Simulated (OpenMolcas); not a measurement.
**Run report: Ru⁴⁺ complex, multiconfigurational calculation (part 2 of 2)**

Continued. System: Ru⁴⁺ with 6 ligands (H2O; octahedron, 1.98 Å), with no charges around it. Method: state-averaged CASSCF, active space 4 electrons in the shell 4d, basis ANO-RCC-VDZP on the metal and ANO-RCC-VDZP on the ligands, DKH2 scalar Hamiltonian, spin-orbit coupling by RASSI with atomic mean-field integrals (OpenMolcas).

Output (extracts), continued:
```
--- RASSI ---
SPIN-FREE ENERGIES:
  (Shifted by EMIN (a.u.) =      -4982.0997452822)

 SF State       Relative EMIN(au)   Rel lowest level(eV)    D:o, cm**(-1)

     6             0.0000000000        0.0000000000              0.0000
     7             0.0000000000        0.0000000000              0.0000
     8             0.0000000000        0.0000000000              0.0000
    51             0.0411431925        1.1195633031           9029.8870
    52             0.0411431925        1.1195633031           9029.8870
    53             0.0411431925        1.1195633031           9029.8870
    54             0.0493192738        1.3420458093          10824.3294
    55             0.0493192738        1.3420458093          10824.3294
     1             0.0534675916        1.4549272872          11734.7800
     2             0.0534675916        1.4549272872          11734.7800
    56             0.0934083709        2.5417712585          20500.7678
     9             0.1236608648        3.3649835545          27140.4227
    10             0.1236608648        3.3649835545          27140.4227
    12             0.1316903484        3.5834769358          28902.6907
    13             0.1316903484        3.5834769358          28902.6907
    11             0.1316903484        3.5834769358          28902.6907
    14             0.1351918729        3.6787582712          29671.1865
    15             0.1351918729        3.6787582712          29671.1865
    16             0.1351918729        3.6787582712          29671.1865
    17             0.1390418149        3.7835205284          30516.1511
    18             0.1444077844        3.9295359988          31693.8453
    20             0.1512303558        4.1151876248          33191.2266
    19             0.1512303558        4.1151876248          33191.2266
    57             0.1624448810        4.4203504007          35652.5304
    58             0.1639832278        4.4622109505          35990.1585
    59             0.1639832278        4.4622109505          35990.1585
    60             0.1639832278        4.4622109505          35990.1585
    61             0.1734422239        4.7196033459          38066.1682
    62             0.1734422239        4.7196033459          38066.1682
    63             0.1734422239        4.7196033459          38066.1682
    64             0.1786990201        4.8626480579          39219.9016
    65             0.1786990201        4.8626480579          39219.9016
     4             0.1959851380        5.3330272890          43013.7659
     5             0.1959851380        5.3330272890          43013.7659
     3             0.1959851380        5.3330272890          43013.7659
    22             0.1996267864        5.4321215905          43813.0154
    21             0.1996267864        5.4321215905          43813.0154
    23             0.1996267864        5.4321215905          43813.0154
    24             0.2018395314        5.4923334478          44298.6567
    25             0.2018395314        5.4923334478          44298.6567
Eigenvalues of complex Hamiltonian:
   -----------------------------------
  (Shifted by EMIN (a.u.) =      -4982.0997452822)

 SO State       Relative EMIN(au)   Rel lowest level(eV)    D:o, cm**(-1)

     1            -0.0068719245        0.0000000000              0.0000
     2            -0.0035060107        0.0915911791            738.7327
     3            -0.0035060107        0.0915911797            738.7327
     4            -0.0035060107        0.0915911793            738.7327
     5             0.0012493049        0.2209899085           1782.4038
     6             0.0012493049        0.2209899084           1782.4038
     7             0.0012696658        0.2215439587           1786.8725
     8             0.0012696658        0.2215439593           1786.8725
     9             0.0012696658        0.2215439588           1786.8725
    10             0.0406225173        1.2923896004          10423.8251
    11             0.0406225173        1.2923896004          10423.8251
    12             0.0406225173        1.2923896004          10423.8251
    13             0.0486842922        1.5117616720          12193.1802
    14             0.0486842922        1.5117616720          12193.1802
    15             0.0530687451        1.6310687116          13155.4564
    16             0.0532184320        1.6351418996          13188.3088
    17             0.0532184320        1.6351418996          13188.3088
    18             0.0532184320        1.6351418996          13188.3088
    19             0.0533782057        1.6394895635          13223.3751
    20             0.0533782057        1.6394895636          13223.3751
    21             0.0534961327        1.6426985214          13249.2571
    22             0.0534961327        1.6426985215          13249.2571
    23             0.0534961327        1.6426985214          13249.2571
    24             0.0536235546        1.6461658471          13277.2230
    25             0.0930632467        2.7193745423          21933.2349
    26             0.1227397451        3.5269132022          28446.4734
    27             0.1227397451        3.5269132019          28446.4734
    28             0.1227397450        3.5269132017          28446.4734
    29             0.1233133597        3.5425220528          28572.3673
    30             0.1233133597        3.5425220526          28572.3673
    31             0.1233133598        3.5425220530          28572.3673
    32             0.1275837673        3.6587257611          29509.6134
    33             0.1288419064        3.6929614724          29785.7430
    34             0.1288419064        3.6929614718          29785.7430
    35             0.1288419064        3.6929614725          29785.7430
    36             0.1324093002        3.7900352013          30568.6954
    37             0.1324093002        3.7900352029          30568.6955
    38             0.1327375595        3.7989675928          30640.7400
    39             0.1327375595        3.7989675923          30640.7400
    40             0.1327375596        3.7989675939          30640.7400
    41             0.1335927268        3.8222378802          30828.4276
Weights of the five most important spin-orbit-free states for each spin-orbit state.

 SO State  Total energy (au)           Spin-free states, spin, and weights
 -------------------------------------------------------------------------------------------------------
    1        -0.006872       6 1.0  0.3245    7 1.0  0.3245    8 1.0  0.3245   56 0.0  0.0081    2 2.0  0.0074
    2        -0.003506       6 1.0  0.4816    8 1.0  0.3734    7 1.0  0.1301    1 2.0  0.0084    2 2.0  0.0036
    3        -0.003506       8 1.0  0.4886    7 1.0  0.4687    6 1.0  0.0277    1 2.0  0.0065    2 2.0  0.0055
    4        -0.003506       6 1.0  0.4757    7 1.0  0.3863    8 1.0  0.1231    2 2.0  0.0089    1 2.0  0.0031
    5         0.001249       7 1.0  0.3919    8 1.0  0.3675    6 1.0  0.2241    2 2.0  0.0044    1 2.0  0.0044
    6         0.001249       6 1.0  0.4316    8 1.0  0.2881    7 1.0  0.2638    2 2.0  0.0044    1 2.0  0.0044
    7         0.001270       7 1.0  0.6129    8 1.0  0.2725    6 1.0  0.0964   53 0.0  0.0058   51 0.0  0.0028
    8         0.001270       6 1.0  0.5726    7 1.0  0.2209    8 1.0  0.1883   51 0.0  0.0059   53 0.0  0.0045
    9         0.001270       8 1.0  0.5210    6 1.0  0.3128    7 1.0  0.1480   52 0.0  0.0082    1 2.0  0.0024
   10         0.040623      53 0.0  0.9795    7 1.0  0.0062    6 1.0  0.0039   18 1.0  0.0022   13 1.0  0.0010
   11         0.040623      52 0.0  0.9795    8 1.0  0.0046    6 1.0  0.0039    7 1.0  0.0024   18 1.0  0.0022
   12         0.040623      51 0.0  0.9795    8 1.0  0.0055    6 1.0  0.0031    7 1.0  0.0023   18 1.0  0.0022
```

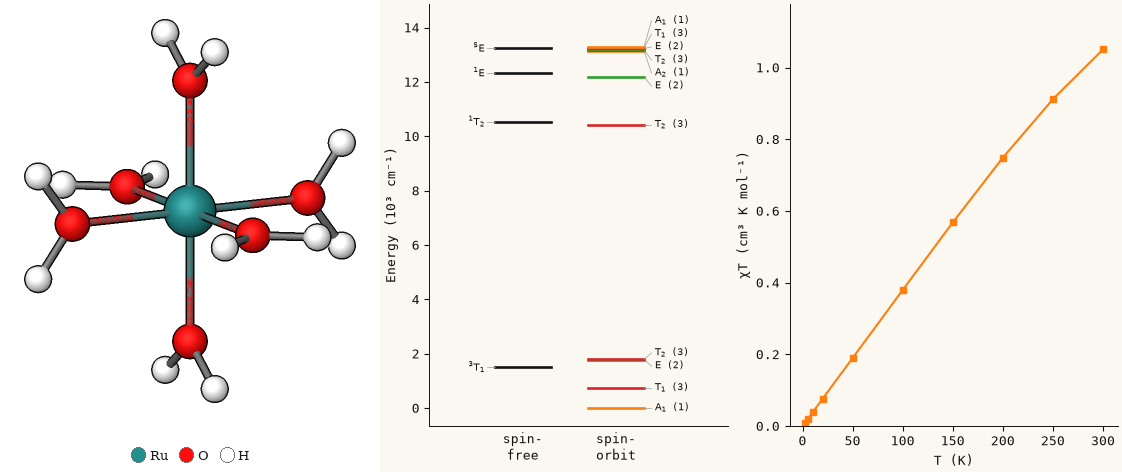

**Figure 1.** Ru⁴⁺ (4d⁴) with 6 ligands, H₂O, at 1.98 Å (arrangement: octahedron, Th), and its levels and susceptibility. Labels give the representation in O, Td, D4 or D3 as the site allows (double group for half-integer spin) where it could be assigned and, in brackets, the degeneracy; spin-free states, where drawn, share the zero of the spin-orbit levels. Powder susceptibility by Van Vleck's formula. The ground level is A₁, non-degenerate, 98 % from states of spin multiplicity 3. The next level lies at 739 cm⁻¹ (T₁). The lowest spin-free state is ³T₁. χT is 0.00759 cm³ K mol⁻¹ at 2 K and 1.05 at 300 K, an effective moment of 2.90 μB. The active orbitals hold 74 to 86 % metal character (Löwdin), and the Mulliken charge of the metal is +2.69.

Results in brief:

- outcome: converged
- energy of the lowest spin-free term: −4982.09975 hartree
- energy of the lowest spin-orbit level: −4982.10662 hartree
- largest spread among components of a term: 0.0 cm⁻¹
- wall time: 76 s
- peak memory: 0.38 GiB

Remarks:

Without dynamic correlation the splittings between terms come out too large, often by 20 to 50 %. Caveats: small active space favours high spin, ground spin may be wrong; covalent bonds, ligand orbitals missing from the active space; distances are set from ionic radii, not optimised.
